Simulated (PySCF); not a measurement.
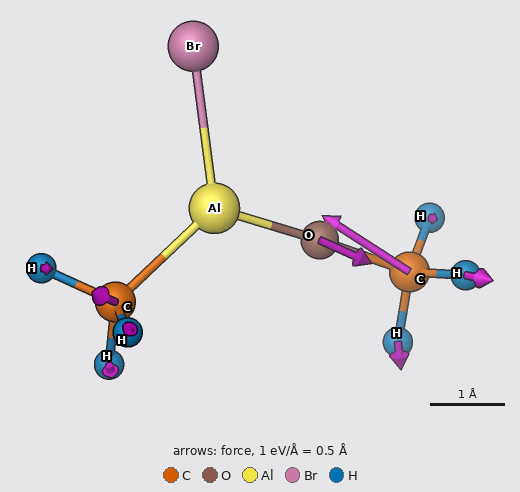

Starting geometry of C2H6AlBrO with the computed forces as purple arrows. The picture is a ball-and-stick view, seen at a tilt.

The start comes from GFN2-xTB. Its atoms were then displaced at random by about 0.01 Å.

Method: PySCF 2.14.0, density-fitted response routines, PBE0-D3(BJ)/def2-SVP geometry optimisation, gas phase. 

Q: Is this structure relaxed? If not, where do the atoms go?

A: It isn't relaxed: the largest force vector, on a C atom, is 2.89 eV/Å. The final displacements have little in common with the starting forces (cosine between the two patterns 0.07). After 21 geometry steps the energy has fallen by 4.55 kcal/mol. The largest move after the best rigid fit is that of the O atom, 0.63 Å. Largest moves by element: O 0.63 Å, H 0.56 Å, Br 0.54 Å, Al 0.29 Å, C 0.14 Å. Among the contacts that change: C–O 1.431 → 1.390 Å, C–H 1.073 → 1.105 Å, Al–O 1.658 → 1.689 Å, C–H 1.120 → 1.103 Å. Among the angles between lasting bonds that change: C–O–Al 177.5° → 140.3°, O–C–H 107.5° → 112.6°, H–C–H 111.6° → 107.3°. Cost: 2.6 min on 1 thread of Arm Neoverse V1, with other jobs on the host.
